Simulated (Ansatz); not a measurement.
**How far to go with the k-point mesh at a smearing width of 0.02 eV: Sc2Al (P3m1, 6 atoms in the cell)**

```
Sc2Al
1.0
    4.87793     0.00000     0.00000
   -2.43897     4.22441     0.00000
    0.00000     0.00000     6.14294
Sc Al
4 2
Cartesian
  0.00000   0.00000   0.05000
  0.00000   0.00000   3.07147
  0.00000   2.81628   4.60720
  2.43897   1.40814   1.53573
  0.00000   2.81628   1.53573
  2.43897   1.40814   4.60720
```

Method: PBEsol, default PAW files made with PBE (plane waves; Ansatz, a first-principles code).

Base settings: basis.ecutwfc = 30.9 Ry; kpoints.mp_grid.grid = 8 8 6; hamiltonian.xc = pbesol; hamiltonian.pseudopotentials = {kind: paw} (the program's default PAW files); scf.occupations.method = fermi_dirac; scf.occupations.width = 0.0073 Ry.

In this ladder: scf.occupations.width = 0.0015 Ry.

Only quantities that move along the ladder and can be compared are tabulated.

The count of work is k-points × plane waves × bands × iterations; it is no time. Core times come from one kind of shared machine, to one figure; runs under 30 s give none.

The starting cell comes from a database of computed structures (which also holds hypothetical and non-ambient phases and stackings), without a prior relaxation at this level. Its lattice was rescaled by up to half a per cent. One atom was moved a little off its site on purpose.

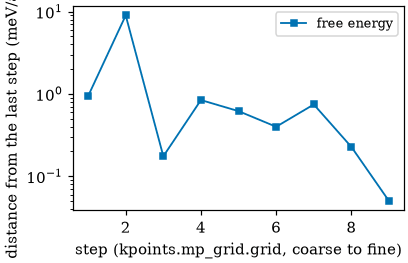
Distance from the last step along the ladder; very small values are drawn at a floor.

```csv
kpoints.mp_grid.grid,free energy less the last step's (meV/atom),largest difference of a force vector from the last step's (eV/Å),count of work / last,core time / last (rough)
3 3 2,0.94,0.015,0.013,–
4 4 3,-9.00,0.012,0.020,–
5 5 4,0.18,0.011,0.037,–
6 6 4,-0.84,0.017,0.052,–
7 7 5,-0.62,0.005,0.093,–
9 9 6,-0.40,0.001,0.13,–
10 10 7,0.75,0.006,0.17,–
13 13 9,0.23,0.000,0.35,0.3
15 15 11,-0.04,0.003,0.56,0.5
19 19 13,0.00,0.000,1.0,1
```

Coarsest kpoints.mp_grid.grid that holds the forces within 0.01 eV/Å of the last step, with all finer ones: 7 7 5, at 0.093 of the last step's count of work; the step before is off by 0.017 eV/Å.

Coarsest kpoints.mp_grid.grid that holds the free energy within 0.5 meV/atom of the last step, with all finer ones: 13 13 9, at 0.35 of the last step's count of work and about 0.3 of the last step's time; the step before is off by 0.75 meV/atom.

Keys are those of Ansatz 0.2.
